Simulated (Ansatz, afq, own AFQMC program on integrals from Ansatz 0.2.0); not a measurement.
# GeNH (triplet): quantum Monte Carlo beside coupled cluster at distance Ge1–N2 = 3.462 Å, cc-pVDZ, part 2 of 2

Ansatz 0.2.0, Gaussian basis, and an in-house AFQMC program (afq) on its integrals; all values are calculated; cc-pVDZ, frozen cores. The steps go on from the part before.

## (12) CCSD(T) on UHF

Input file in.yaml:

```yaml
crystal:
  periodic: [false, false, false]
  atoms:
    - {symbol: Ge, position_ang: [0.000000, -0.038108, 0.551280]}
    - {symbol: N, position_ang: [0.000000, 0.085573, -2.908510]}
    - {symbol: H, position_ang: [0.000000, 1.557185, 0.688184]}
basis:
  gaussian: {orbitals: cc-pVDZ}
magnetization: {spin_polarized: true, initial_magnetization: 2}
correlation: {method: ccsd_t, electrons: outside_noble_gas, hamiltonian_folder: ham}
```

Command:

```
$ ansatz run in.yaml --threads 1 --pin off --events-out ev --progress --plain --max-ram 1382MiB
```

Log, shortened:

```text
Functional definition: HF
  name "HF"
  cite "Fock, Z. Phys. 61, 126 (1930) doi:10.1007/BF01340294"
  parent pbe
[...]
511 factors; integrals over basis functions are off by at most 1.1e-3 eV
[...]
mean field -57967.16798249 eV, -2130.2541317990 hartree, gradient 1.7e-6 eV, S^2 3.018152; 24 other end points of the search recorded, 0 dependent functions left out
determinant -57967.16798249 eV, -2130.2541317990 hartree, with singles and doubles -57971.79512381 eV, -2130.4241761060 hartree
determinant -57967.14590236 eV, -2130.2533203692 hartree, with singles and doubles -57971.80127707 eV, -2130.4244022342 hartree
determinant -57965.53674887 eV, -2130.1941850692 hartree, with singles and doubles -57970.67965430 eV, -2130.3831833576 hartree
determinant -57965.51143288 eV, -2130.1932547236 hartree, with singles and doubles -57970.69058865 eV, -2130.3835851873 hartree
[...]
determinant -57964.81655422 eV, -2130.1677184038 hartree, with singles and doubles -57969.35542604 eV, -2130.3345188666 hartree
determinant -57964.69998770 eV, -2130.1634346631 hartree, with singles and doubles -57969.17369871 eV, -2130.3278405104 hartree
determinant -57967.16798249 eV, -2130.2541317990 hartree, with singles and doubles -57971.79527065 eV, -2130.4241815021 hartree
determinant -57967.14590236 eV, -2130.2533203692 hartree, with singles and doubles -57971.80333755 eV, -2130.4244779555 hartree
[...]
15 core orbitals not correlated: weight in the atoms' cores, before any rotation towards them, 1.000 or more for the frozen orbitals, at most 0.000 for the correlated occupied ones
reference -57967.14590236 eV, -2130.2533203692 hartree; 6, 4 occupied and 25, 27 virtual orbitals, 511 factors
second order -3.61909709 eV of doubles, -0.00000000 eV of singles
cycle   1  -4.65743218 eV  change    3.0e-6 eV  update   3.0e-6
perturbative correction -0.06234294 eV, -0.0022910609 hartree
Total energy: -57971.86567749 eV, -2130.4267689059 hartree
```

Wall time 14 s (1 thread of Intel Xeon 6975P-C (Granite Rapids), shared host).

From the report: ⟨S²⟩ of the determinant 2.984 (pure triplet: 2.00); correlation -4.7198 eV; T1 0.014; largest double amplitude 0.07. The determinant is far from a pure spin state, so its energy mixes those of several spin states (harmless only where they are near-degenerate, as at dissociation).

This run also writes the integrals to the folder ham.

## (13) CCSDT(Q) on UHF

in.yaml, as its differences from that of step 12:

```diff
@@ -9,2 +9,2 @@
 magnetization: {spin_polarized: true, initial_magnetization: 2}
-correlation: {method: ccsd_t, electrons: outside_noble_gas, hamiltonian_folder: ham}
+correlation: {method: ccsdt_q, electrons: outside_noble_gas}
```

Launched as before.

Log, shortened:

```text
Functional definition: HF
  name "HF"
  cite "Fock, Z. Phys. 61, 126 (1930) doi:10.1007/BF01340294"
  parent pbe
[...]
847 factors; integrals over basis functions are off by at most 1.3e-7 eV
[...]
mean field -57967.16803101 eV, -2130.2541335819 hartree, gradient 2.2e-6 eV, S^2 3.018150; 24 other end points of the search recorded, 0 dependent functions left out
determinant -57967.16803101 eV, -2130.2541335819 hartree, with singles and doubles -57971.79517800 eV, -2130.4241780973 hartree
determinant -57967.14595138 eV, -2130.2533221704 hartree, with singles and doubles -57971.80132848 eV, -2130.4244041233 hartree
determinant -57965.53680035 eV, -2130.1941869607 hartree, with singles and doubles -57970.67970754 eV, -2130.3831853142 hartree
determinant -57965.51149780 eV, -2130.1932571094 hartree, with singles and doubles -57970.69065359 eV, -2130.3835875739 hartree
[...]
determinant -57964.70005073 eV, -2130.1634369796 hartree, with singles and doubles -57969.17643037 eV, -2130.3279408970 hartree
determinant -57967.16803101 eV, -2130.2541335819 hartree, with singles and doubles -57971.79532465 eV, -2130.4241834868 hartree
determinant -57967.14595138 eV, -2130.2533221704 hartree, with singles and doubles -57971.80338860 eV, -2130.4244798315 hartree
15 core orbitals not correlated: weight in the atoms' cores, before any rotation towards them, 1.000 or more for the frozen orbitals, at most 0.000 for the correlated occupied ones
reference -57967.14595138 eV, -2130.2533221704 hartree; 6, 4 occupied and 25, 27 virtual orbitals, 847 factors
second order -3.61911004 eV of doubles, -0.00000000 eV of singles
cycle   1  -4.36036210 eV  change   -7.4e-1 eV  update   6.8e-2
[...]
cycle  53  -4.75958171 eV  change   -3.8e-7 eV  update   2.4e-7
perturbative correction -0.00924833 eV, -0.0003398697 hartree
Total energy: -57971.91478141 eV, -2130.4285734417 hartree
```

It took 29 s on 1 thread of Intel Xeon 6975P-C (Granite Rapids), shared host.

From the report: ⟨S²⟩ of the determinant 2.984 (pure triplet: 2.00); correlation -4.7688 eV; T1 0.023; largest double amplitude 0.17. The determinant is far from a pure spin state, so its energy mixes those of several spin states (harmless only where they are near-degenerate, as at dissociation).

## (14) Phaseless AFQMC, CISD trial on UHF

It reads the integrals that the CCSD(T) run on this determinant wrote.

Command:

```
$ afq ham --method phaseless --trial cisd --walkers 60 --populations 1 --least-time 40 --time-step 0.005 --steps-per-block 50 --equilibration-blocks 40 --max-blocks 300 --target-error 0.00076 --factor-cut 1e-05 --start spin_pure --seed 3382 --release-times 0.24,0.51,0.99,1.62,2.4 --release-step 0.03 --release-every 4 --taylor-order 6
```

Log:

```text
orbitals 31  electrons 6 4  factors 210 of 511
reference energy -2130.25332037 Eh
CCSD correlation -0.17115742 Eh in 18 cycles, weight of the determinant in the CISD state 0.9016
energy of the start -2130.415825 Eh
 block  time / (1/Eh)  mean weight  energy / Eh
     1     0.250  0.9990  -2130.418735
     2     0.500  0.9998  -2130.421767
     3     0.750  1.0012  -2130.423186
     4     1.000  0.9989  -2130.424953
     5     1.250  0.9996  -2130.428678
     6     1.500  1.0012  -2130.429351
     7     1.750  1.0015  -2130.429101
     8     2.000  0.9992  -2130.430417
     9     2.250  0.9977  -2130.428764
    10     2.500  0.9973  -2130.427301
    11     2.750  0.9987  -2130.428513
    16     4.000  0.9974  -2130.429631
    21     5.250  0.9981  -2130.429866
    26     6.500  0.9995  -2130.429656
    31     7.750  0.9992  -2130.425627
    36     9.000  1.0017  -2130.426820
    41    10.250  1.0020  -2130.434174
    46    11.500  0.9997  -2130.429010
    51    12.750  0.9985  -2130.425464
    56    14.000  0.9991  -2130.425640
    61    15.250  0.9986  -2130.430704
    66    16.500  0.9983  -2130.429303
    71    17.750  1.0010  -2130.431706
    76    19.000  1.0016  -2130.430495
    81    20.250  1.0002  -2130.429444
    86    21.500  1.0006  -2130.428506
    91    22.750  0.9999  -2130.426350
    96    24.000  1.0013  -2130.425718
   101    25.250  1.0002  -2130.426598
   106    26.500  0.9968  -2130.427699
   111    27.750  0.9994  -2130.427186
   116    29.000  1.0017  -2130.430588
   121    30.250  0.9997  -2130.426309
   126    31.500  1.0009  -2130.429822
   131    32.750  0.9994  -2130.433324
   136    34.000  1.0007  -2130.424470
   141    35.250  1.0015  -2130.430598
   146    36.500  0.9996  -2130.429673
   151    37.750  0.9982  -2130.429435
   156    39.000  1.0008  -2130.429604
   161    40.250  1.0001  -2130.428309
   166    41.500  1.0020  -2130.429668
   171    42.750  0.9999  -2130.425693
   176    44.000  0.9991  -2130.435069
   181    45.250  1.0014  -2130.426457
   186    46.500  1.0016  -2130.427386
   191    47.750  1.0000  -2130.428626
   196    49.000  0.9998  -2130.429366
blocks merged  error / Eh  count
     1  0.000265  160
     2  0.000311  80
     4  0.000372  40
     8  0.000435  20
    16  0.000501  10
released: time / (1/Eh)  energy / Eh  error  mean overlap
  0.24  -2130.429042  0.000416  0.9980
  0.51  -2130.428837  0.000371  1.0118
  0.99  -2130.429702  0.000455  0.9960
  1.62  -2130.429487  0.000491  1.0025
  2.40  -2130.429887  0.000635  0.9862
energy -2130.429005 +/- 0.000435 Eh
```

It took 1.7 min on 1 thread of Intel Xeon 6975P-C (Granite Rapids), shared host.

Energy -57971.9265 ± 0.0118 eV. Caveats: constraint bias not in the error.

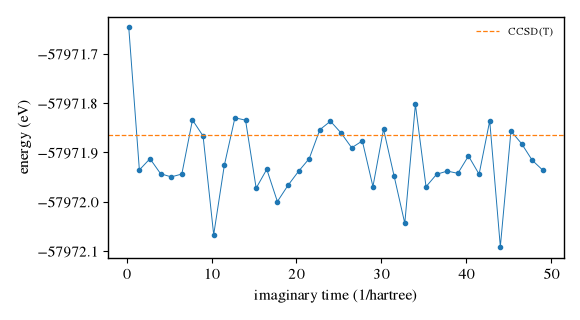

Block energies along the walk.

## (15) AFQMC on the ladder

On the ROHF determinant, counted from CCSDT(Q) (a yardstick, not exact):

| level | energy (eV) | from CCSDT(Q) (kcal/mol) | statistical error (kcal/mol) | time |
| --- | --- | --- | --- | --- |
| HF | -57963.5998 | +192.16 |  |  |
| MP2 | -57969.2657 | +61.50 |  |  |
| CCSD | -57971.6965 | +5.44 |  |  |
| CCSD(T) | -57971.8847 | +1.10 |  |  |
| CCSDT(Q) | -57971.9325 | 0.00 |  |  |
| Phaseless AFQMC, CISD trial, step 0.005, 60 walkers | -57971.7757 | +3.62 | 0.72 | 3.1 min |
| Phaseless AFQMC, single-determinant trial, step 0.005, 120 walkers | -57970.5867 | +31.04 | 2.13 | 1.9 min |

On the UHF determinant, counted from CCSDT(Q) (a yardstick, not exact):

| level | energy (eV) | from CCSDT(Q) (kcal/mol) | statistical error (kcal/mol) | time |
| --- | --- | --- | --- | --- |
| HF | -57967.1459 | +109.97 |  |  |
| MP2 | -57970.7650 | +26.51 |  |  |
| CCSD | -57971.8033 | +2.57 |  |  |
| CCSD(T) | -57971.8657 | +1.13 |  |  |
| CCSDT(Q) | -57971.9148 | 0.00 |  |  |
| Phaseless AFQMC, CISD trial, step 0.005, 60 walkers | -57971.9265 | -0.27 | 0.27 | 1.7 min |

The functionals' totals stand on their own zeros and serve differences with other points: PBE -58006.692 eV; r2SCAN -58016.168 eV; PBE0 -58008.394 eV; B3LYP -58018.616 eV; wB97M-V -58013.666 eV; B2PLYP -58004.668 eV.

## (16) Outcome

This closing draws on all 2 parts.

| quantity | value |
| --- | --- |
| CCSD(T) on ROHF from CCSDT(Q) | +1.10 kcal/mol |
| Phaseless AFQMC, CISD trial on ROHF from CCSDT(Q) | +3.62 ± 0.72 kcal/mol |
| Phaseless AFQMC, single-determinant trial on ROHF from CCSDT(Q) | +31.04 ± 2.13 kcal/mol |
| CCSD(T) on UHF from CCSDT(Q) | +1.13 kcal/mol |
| Phaseless AFQMC, CISD trial on UHF from CCSDT(Q) | -0.27 ± 0.27 kcal/mol |

On ROHF the phaseless walk with the CISD trial lies +3.62 kcal/mol from CCSDT(Q), 5 times its error bar. A single-determinant trial moves the result by +27.42 kcal/mol. On UHF the phaseless walk with the CISD trial lies -0.27 kcal/mol from CCSDT(Q), within three error bars. Error bars are statistical and leave out the constraint, the time step and what remains of the start.
